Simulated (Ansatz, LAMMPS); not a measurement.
# Structural relaxation of amorphous HfO2 at 7.99 g/cm^3 (84 atoms), part 3 of 4

How does amorphous HfO2 at 7.99 g/cm^3 (84 atoms) relax, and what do bonds, charges and levels look like afterwards?

Ansatz 0.2.0; Kohn-Sham DFT, PBE, PAW (set soft_2), plane waves.

The cell: 28 Hf and 56 O. The quench rate of 50 K/ps is orders of magnitude faster than experiment. The starting topology of bonds comes from the classical model. Only the Γ point is sampled in the main run, in a cell whose shortest periodic width is 11 Å. Spin–orbit coupling is left out.

So far. Step 4 (Relaxation): The relaxation changed the energy by -27.3 meV/atom, and atoms moved by 0.17 Å r.m.s., 0.30 Å at most.

## Step 6: Single point at the relaxed geometry

One more single point at the end of the walk gives the fuller output and checks the residual forces.

input.yaml reads:

```yaml
crystal:
  lattice:
    - [10.6975, 0.0, 0.0]
    - [0.0, 10.6975, 0.0]
    - [0.0, 0.0, 10.6975]
  atoms:
    - { symbol: Hf, position: [0.63835, 0.83587, 0.21507] }
    - { symbol: Hf, position: [0.3308, 0.21164, 0.33718] }
    - { symbol: Hf, position: [0.17177, 0.43615, 0.14102] }
    - { symbol: Hf, position: [0.69491, 0.19782, 0.23101] }
    - { symbol: Hf, position: [0.3991, 0.68405, 0.01365] }
    - { symbol: Hf, position: [0.28691, 0.17128, 0.91987] }
    - { symbol: Hf, position: [0.85747, 0.35219, 0.97337] }
    - { symbol: Hf, position: [0.4908, 0.95578, 0.47976] }
    - { symbol: Hf, position: [0.13207, 0.45114, 0.85796] }
    - { symbol: Hf, position: [0.92087, 0.68509, 0.99275] }
    - { symbol: Hf, position: [0.65996, 0.5607, 0.80551] }
    - { symbol: Hf, position: [0.18057, 0.9451, 0.52884] }
    - { symbol: Hf, position: [0.84603, 0.98643, 0.47306] }
    - { symbol: Hf, position: [0.00759, 0.16325, 0.27453] }
    - { symbol: Hf, position: [0.00644, 0.70506, 0.31342] }
    - { symbol: Hf, position: [0.16008, 0.93023, 0.14397] }
    - { symbol: Hf, position: [0.54514, 0.89414, 0.83369] }
    - { symbol: Hf, position: [0.38111, 0.38087, 0.66261] }
    - { symbol: Hf, position: [0.5008, 0.41415, 0.10732] }
    - { symbol: Hf, position: [0.15007, 0.46431, 0.46156] }
    - { symbol: Hf, position: [0.8351, 0.98377, 0.0229] }
    - { symbol: Hf, position: [0.58656, 0.19796, 0.87519] }
    - { symbol: Hf, position: [0.9657, 0.69445, 0.66122] }
    - { symbol: Hf, position: [0.95534, 0.02299, 0.75842] }
    - { symbol: Hf, position: [0.31846, 0.68638, 0.65781] }
    - { symbol: Hf, position: [0.32899, 0.70666, 0.31531] }
    - { symbol: Hf, position: [0.7369, 0.51661, 0.34961] }
    - { symbol: Hf, position: [0.8594, 0.34036, 0.6431] }
    - { symbol: O, position: [0.98236, 0.01443, 0.15336] }
    - { symbol: O, position: [0.16468, 0.57089, 0.28615] }
    - { symbol: O, position: [0.83088, 0.14923, 0.35845] }
    - { symbol: O, position: [0.01116, 0.48203, 0.03416] }
    - { symbol: O, position: [0.63807, 0.39724, 0.24406] }
    - { symbol: O, position: [0.35553, 0.83218, 0.53841] }
    - { symbol: O, position: [0.92557, 0.8672, 0.89505] }
    - { symbol: O, position: [0.86083, 0.13691, 0.63463] }
    - { symbol: O, position: [0.81853, 0.56804, 0.68815] }
    - { symbol: O, position: [0.16632, 0.29638, 0.00971] }
    - { symbol: O, position: [0.53285, 0.81374, 0.05266] }
    - { symbol: O, position: [0.12493, 0.03277, 0.68909] }
    - { symbol: O, position: [0.30878, 0.59879, 0.4777] }
    - { symbol: O, position: [0.3877, 0.76057, 0.82993] }
    - { symbol: O, position: [0.69793, 0.02329, 0.15843] }
    - { symbol: O, position: [0.25437, 0.53594, 0.99325] }
    - { symbol: O, position: [0.52778, 0.53473, 0.96468] }
    - { symbol: O, position: [0.9709, 0.36119, 0.81607] }
    - { symbol: O, position: [0.43833, 0.27235, 0.9837] }
    - { symbol: O, position: [0.51208, 0.17134, 0.30864] }
    - { symbol: O, position: [0.55257, 0.93645, 0.6537] }
    - { symbol: O, position: [0.50729, 0.26241, 0.71459] }
    - { symbol: O, position: [0.90994, 0.12429, 0.91269] }
    - { symbol: O, position: [0.465, 0.84388, 0.31898] }
    - { symbol: O, position: [0.66753, 0.27461, 0.04221] }
    - { symbol: O, position: [0.03572, 0.04205, 0.43401] }
    - { symbol: O, position: [0.75621, 0.40653, 0.50062] }
    - { symbol: O, position: [0.02201, 0.37265, 0.56047] }
    - { symbol: O, position: [0.89437, 0.55889, 0.27055] }
    - { symbol: O, position: [0.43965, 0.06112, 0.86772] }
    - { symbol: O, position: [0.02394, 0.61949, 0.49585] }
    - { symbol: O, position: [0.67979, 0.02301, 0.89418] }
    - { symbol: O, position: [0.66873, 0.9539, 0.40732] }
    - { symbol: O, position: [0.22173, 0.51955, 0.69229] }
    - { symbol: O, position: [0.32867, 0.06447, 0.47473] }
    - { symbol: O, position: [0.11738, 0.32577, 0.31023] }
    - { symbol: O, position: [0.17015, 0.82726, 0.35006] }
    - { symbol: O, position: [0.89903, 0.877, 0.63412] }
    - { symbol: O, position: [0.14938, 0.77861, 0.64201] }
    - { symbol: O, position: [0.78881, 0.79905, 0.08935] }
    - { symbol: O, position: [0.88242, 0.25932, 0.15243] }
    - { symbol: O, position: [0.66016, 0.67927, 0.3181] }
    - { symbol: O, position: [0.79074, 0.53771, 0.95831] }
    - { symbol: O, position: [0.30952, 0.33788, 0.48817] }
    - { symbol: O, position: [0.02755, 0.63201, 0.83153] }
    - { symbol: O, position: [0.89249, 0.83487, 0.37544] }
    - { symbol: O, position: [0.20563, 0.09425, 0.24474] }
    - { symbol: O, position: [0.2864, 0.78421, 0.1328] }
    - { symbol: O, position: [0.34341, 0.35227, 0.20192] }
    - { symbol: O, position: [0.20544, 0.01683, 0.99114] }
    - { symbol: O, position: [0.03717, 0.75604, 0.12675] }
    - { symbol: O, position: [0.25306, 0.3031, 0.78353] }
    - { symbol: O, position: [0.7291, 0.33605, 0.81217] }
    - { symbol: O, position: [0.65728, 0.73926, 0.81886] }
    - { symbol: O, position: [0.48379, 0.53982, 0.69468] }
    - { symbol: O, position: [0.42599, 0.58793, 0.18797] }
kpoints:
  mp_grid: { grid: [1, 1, 1] }
hamiltonian:
  xc: pbe
scf:
  occupations: { method: fermi_dirac, width: 0.025 }
output:
  forces: true
  stress: true
  populations: true
  dos:
    method: { smearing: { sigma: 0.08 } }
    de: 0.05
    projected: { site_lists: { Hf: [Hf], O: [O] } }
  eigenvalues: true
  write_density: true
  write_potential: true
  volumetric_format: npy
```

The run is started by

```console
$ ansatz run input.yaml --threads 4 --pin off --max-ram 8192MiB --backend cpu --events-out ev --progress --plain --runs-dir out
```

Numbers of over 12 decimals in the logs are rounded to 6 here.

The log of the run:

```text
[...]
Crystal: 84 atoms, lattice volume = 1224.185 Å³
Basis set: ecut = 420 eV, 23847 PW (Γ), exchange–correlation on 144×144×144 points (8 copies of the dense FFT grid, shifted against one another)
Bands: 639, of which v1, the nominal top of the filled ones, is band 532 counted from 1 (531 counted from 0)
Symmetry: 1 space group operations
[...]
k-points: 1
[...]
SCF iter   1: F=—  HF=-472110.607842 eV  |F-HF|=—  |Δ(HF+E_count)|=         —  Δρ=3.96e-3  dr2=1.89e-1  ethr=1.77e-3  ⟨swp⟩=5.0  Hψ=1968  notcnv=0  defer=58
[...]
SCF iter  11: F=-472110.604911 eV  HF=-472110.604911 eV  |F-HF|=5.24e-10  |Δ(HF+E_count)|=   1.87e-8  Δρ=2.03e-6  dr2=5.22e-8  ethr=9.40e-12  ⟨swp⟩=13.0  Hψ=5184  notcnv=0
SCF 1 converged in 11 iterations: F = -472110.604911 eV  dr2 = 5.22e-8
[...]
SCF converged after 11 iterations
Free energy (F): -472110.604911 eV
[...]
Internal energy: -472110.604911 eV  (E = F + TS)
E sigma→0 (E₀):  -472110.604911 eV
Fermi energy:    11.965604 eV
[...]
--- Forces (eV/Å), atoms counted from 1 ---
  atom   1  Hf     0.00793148    -0.02140030     0.00256039
  atom   2  Hf    -0.02345328     0.01891912    -0.00985352
  atom   3  Hf    -0.02409256     0.00684269    -0.00320031
  atom   4  Hf     0.01569257     0.00246542    -0.00552299
  atom   5  Hf    -0.00374908    -0.01759776    -0.01535217
  atom   6  Hf    -0.01503515     0.02119408    -0.00013813
  atom   7  Hf     0.01663560     0.01443262    -0.03699846
  atom   8  Hf     0.00542861    -0.01519225    -0.00139102
  atom   9  Hf    -0.02152844    -0.00686828    -0.00393305
  atom  10  Hf     0.01426392    -0.00452571    -0.01377264
  atom  11  Hf     0.00972071    -0.01466927    -0.01805233
  atom  12  Hf    -0.01836142    -0.01241010     0.01584334
  atom  13  Hf     0.01937884    -0.00872030     0.02465253
  atom  14  Hf     0.01200727    -0.00081474     0.00499178
[...]
atom  83  O      0.00022419     0.00200523     0.00463805
  atom  84  O     -0.00523882     0.00687710     0.01367006
  max |Σ_I F_I| component: 4.04e-5 eV/Å
--- Stress (GPa, compression-positive) ---
       -5.265689       0.453714       0.072397
        0.453713      -9.337351       1.035607
        0.072397       1.035607      -6.898262
  P = ⅓ Tr σ = -7.1671 GPa (-71.671 kbar)
--- Band table (eV) ---
[...]
--- Löwdin populations: 84 sites ---
  site symbol       q [e]
     0     Hf     24.4738
     1     Hf     24.5249
     2     Hf     24.5393
[...]
83      O      6.6930
  spilling = 0.002725 (of n_electrons = 1064.000000)
```

Elapsed: 50 s, on 4 threads of Intel Xeon at 2.70GHz, shared host; peak memory 2.2 GiB; 2.9 min of CPU time.

Numbers from this run:

```yaml
free_energy: -472110.6049 eV
free_energy_per_atom: -5620.3643 eV/atom
scf_cycles: 11
pressure: -7.167 GPa
r_m_s_force_component: 0.01124 eV/Å
longest_force: 0.04306 eV/Å
fermi_energy: 11.97 eV
spacing_of_highest_filled_and_lowest_empty_level: 3.806 eV
spilling_of_the_projection: 0.002725
```

Löwdin charges by element and coordination (they lack the spilled electrons, 0.035 e an atom on average):

```
element  coordination  atoms  mean charge (e)  spread   least    most
     Hf           all     28             1.48   0.029    1.39    1.53
     Hf             4      1             1.46       0    1.46    1.46
     Hf             5      5             1.48  0.0303    1.45    1.53
     Hf             6     18             1.47  0.0307    1.39    1.53
     Hf             7      4             1.48  0.0189    1.46    1.51
      O           all     56           -0.686  0.0271  -0.750  -0.632
      O             2     11           -0.660  0.0236  -0.711  -0.632
      O             3     37           -0.689  0.0215  -0.750  -0.650
      O             4      8           -0.710  0.0261  -0.748  -0.661
```

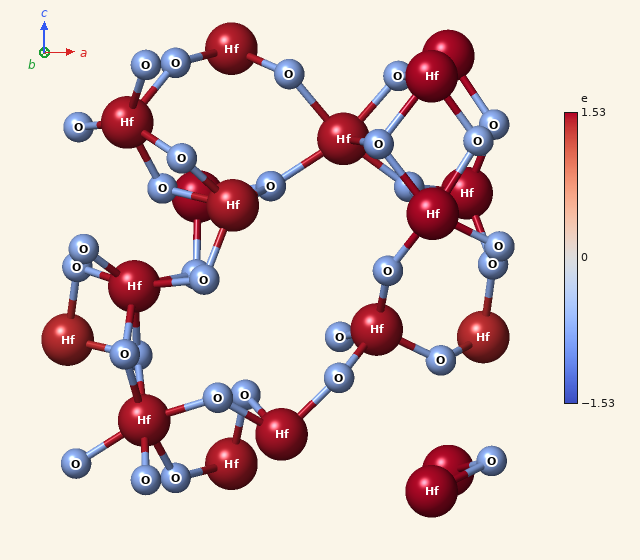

Atoms coloured by Löwdin charge. Drawn is a slice 4 Å thick, seen along the normal of the ac plane.

States in the cell by windows of 1 eV, zero at the Fermi level; the larger projections on atomic orbitals stand beside the total:

```
from (eV)  to (eV)  total   O p  Hf d   O s   Hf f
      -18      -17   40.7   0.1   3.6  34.4    0.4
      -17      -14    0.0   0.0   0.0   0.0    0.0
      -14      -13    0.9   0.0   0.0   0.0    0.9
      -13      -12  384.9   1.1   0.2   0.5  383.0
      -12      -11    6.2   0.0   0.0   0.0    6.1
      -11       -7    0.0   0.0   0.0   0.0    0.0
       -7       -6   35.8  25.1   7.8   0.3    0.1
       -6       -5   75.9  55.1  16.9   0.5    0.2
       -5       -4   75.7  59.9  12.2   0.7    0.3
       -4       -3   81.4  71.0   7.5   0.6    0.3
       -3       -2   65.0  60.3   3.2   0.2    0.2
       -2       -1    2.3   2.2   0.1   0.0    0.0
       -1        1    0.0   0.0   0.0   0.0    0.0
        1        2    2.0   0.1   0.7   0.3    0.0
        2        3   47.7   4.6  39.0   0.8    0.0
        3        4   71.7   9.1  55.1   1.7    0.0
        4        5   56.5   9.3  38.7   2.2    0.0
```

Between -26 and -18 eV lie 71 more states.

The stored curve holds about 840 of the 1064 electrons; the rest, give or take the few that broadening carries across the Fermi level, lie in deeper levels below its range.

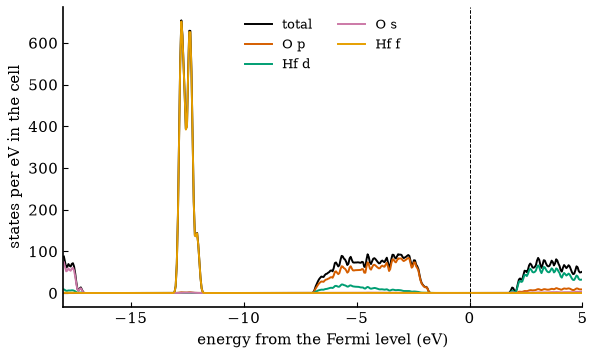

Total and projected density of states, with the broadening of the input.

The levels nearest the highest filled one (over half full), pooled over k-points and spins:

```
level less the highest filled one (eV)  occupation
                                -0.382           2
                                -0.359           2
                                -0.303           2
                                -0.237           2
                                -0.135           2
                                     0           2
                                  3.81           0
                                  4.06           0
                                  4.11           0
                                  4.15           0
                                  4.23           0
                                  4.31           0
```

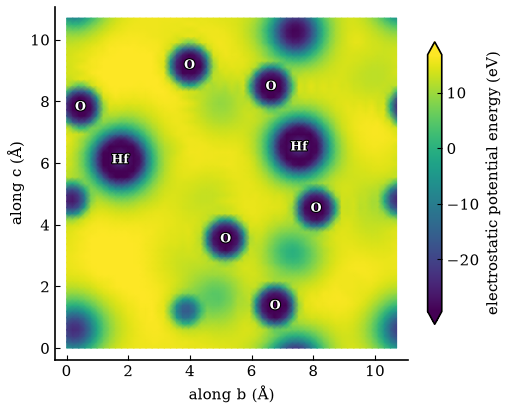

Electrostatic potential energy in the bc plane at fractional x = 0.022, with atoms of Hf and O within 0.2 Å of it. With pseudopotentials it is smooth inside the atoms' cores, unlike the true potential. The map starts off the cell's origin, so that atoms lie inside it.

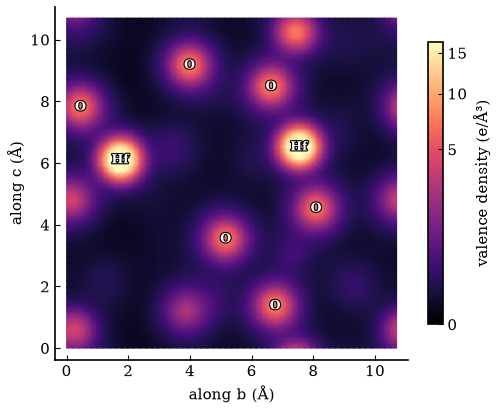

Valence density in the bc plane at fractional x = 0.022, with atoms of Hf and O within 0.2 Å of it. It is the smooth field of the valence electrons, not physical close to the nuclei. The map starts off the cell's origin, so that atoms lie inside it. The colour scale is stretched toward low values.

Mean Löwdin charges: Hf +1.48, O -0.69 e. The largest share in the top eV of filled states is O p (94 % of the projected weight), and in the lowest eV of empty states Hf d (82 % of the projected weight).

A closer look about O50, which has 2 bonded neighbours where the commonest count for O is 3: 13 atoms, nearest first, numbered in the order of the input, with positions taken from that point.

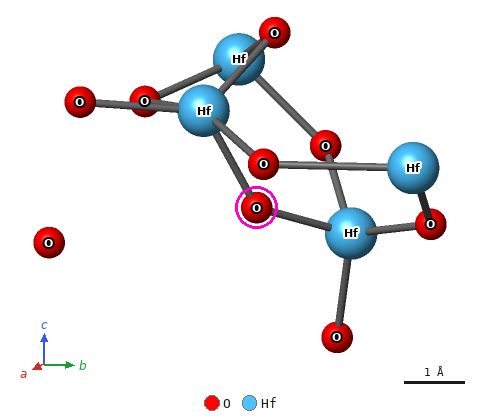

The atoms of the table, within 3.7 Å (arrows a, b, c point along x, y, z); some may hide others; the central atom is ringed.

```
atom      x      y      z  distance (Å)  bonds  Löwdin charge (e)
 O50   0.00   0.00   0.00          0.00      2              -0.65
Hf18  -1.35   1.27  -0.56          1.93      5               1.45
Hf22   0.85  -0.69   1.72          2.04      6               1.48
 O81   2.37   0.79   1.04          2.71      4              -0.75
 O58  -0.72  -2.15   1.64          2.80      3              -0.70
 O80  -2.72   0.44   0.74          2.85      3              -0.66
 O47  -0.74   0.11   2.88          2.97      3              -0.66
 O83  -0.25   2.97  -0.21          2.99      3              -0.75
 O72  -2.12   0.81  -2.42          3.32      3              -0.69
 Hf6  -2.36  -0.97   2.20          3.37      5               1.53
 O49   0.48  -3.49  -0.65          3.58      2              -0.65
 O60   1.85  -2.56   1.92          3.70      3              -0.70
Hf11   1.63   3.19   0.97          3.71      6               1.47
```

The column of bonds counts only the pairs O-Hf within 2.88 Å; other neighbours, such as metal atoms beside each other in a compound, aren't counted, and periodic images can show an atom twice.

## Step 7: K-mesh 2×2×2

A denser mesh tests the sampling of the Brillouin zone.

input.yaml: that of step 6 with these lines changed.

```diff
@@ -8,3 +8,3 @@
 kpoints:
-  mp_grid: { grid: [1, 1, 1] }
+  mp_grid: { grid: [2, 2, 2] }
 hamiltonian:
@@ -22,4 +22 @@
   eigenvalues: true
-  write_density: true
-  write_potential: true
-  volumetric_format: npy
```

The log of the run:

```text
[...]
Crystal: 84 atoms, lattice volume = 1224.185 Å³
Basis set: ecut = 420 eV, 23847 PW (Γ), exchange–correlation on 144×144×144 points (8 copies of the dense FFT grid, shifted against one another)
Bands: 639, of which v1, the nominal top of the filled ones, is band 532 counted from 1 (531 counted from 0)
Symmetry: 1 space group operations
[...]
k-points: 8
[...]
SCF iter   1: F=—  HF=-472110.736011 eV  |F-HF|=—  |Δ(HF+E_count)|=         —  Δρ=3.92e-3  dr2=1.87e-1  ethr=1.77e-3  ⟨swp⟩=4.1  Hψ=15809  notcnv=0  defer=465
[...]
SCF iter  10: F=—  HF=-472110.732396 eV  |F-HF|=—  |Δ(HF+E_count)|=   8.38e-7  Δρ=6.12e-6  dr2=4.31e-7  ethr=6.38e-11  ⟨swp⟩=2.0  Hψ=8563  notcnv=0  defer=797
SCF iter  11: F=-472110.732396 eV  HF=-472110.732396 eV  |F-HF|=2.33e-9  |Δ(HF+E_count)|=   2.35e-8  Δρ=2.08e-6  dr2=5.40e-8  ethr=9.40e-12  ⟨swp⟩=10.0  Hψ=24410  notcnv=0
SCF 1 converged in 11 iterations: F = -472110.732396 eV  dr2 = 5.40e-8
[...]
SCF converged after 11 iterations
Free energy (F): -472110.732396 eV
[...]
Internal energy: -472110.732396 eV  (E = F + TS)
E sigma→0 (E₀):  -472110.732396 eV
Fermi energy:    11.977287 eV
[...]
Σ components = -472110.732396   (vs F -472110.732396, Δ=0.00e0)
--- Forces (eV/Å), atoms counted from 1 ---
  atom   1  Hf     0.01332762    -0.00048029     0.02281634
  atom   2  Hf    -0.03129031     0.02007463    -0.00281483
  atom   3  Hf    -0.01540532    -0.02140357     0.00633528
  atom   4  Hf     0.01302232    -0.02996432     0.01520395
[...]
atom  84  O     -0.02547896     0.00156052     0.02526530
  max |Σ_I F_I| component: 4.28e-5 eV/Å
--- Stress (GPa, compression-positive) ---
       -5.283076       0.460314       0.091440
        0.460314      -9.327465       1.032864
        0.091440       1.032864      -6.877139
  P = ⅓ Tr σ = -7.1626 GPa (-71.626 kbar)
--- Band table (eV; the first three rows and the last of 8) ---
[...]
--- Löwdin populations: 84 sites ---
  site symbol       q [e]
     0     Hf     24.4746
     1     Hf     24.5273
     2     Hf     24.5334
[...]
83      O      6.6942
  spilling = 0.002735 (of n_electrons = 1064.000000)
```

The job ended after 7.5 min (4 threads; peak memory 6.1 GiB).

The program notes that it cut back its work space to fit the memory limit.

Geometry and reference: those of the single point at the relaxed geometry.

Forces differ from those of the single point at the relaxed geometry by 14 meV/Å r.m.s.; the energy by -1.5 meV/atom. It took 7.5 min and 11 cycles; the reference's time can't be set against it, since the two runs asked for unlike analyses.

(Continued in part 4 of 4.)

[Logs are printed without paths, hosts, clocks, repeated set-up lines and the standing remarks that a program may print on its own settings, such as how far it seeks lower states.]

[Hosts, paths, dates, database ids (printed as entryN), source tags and the programs' standing remarks are cut or masked in the printed files.]
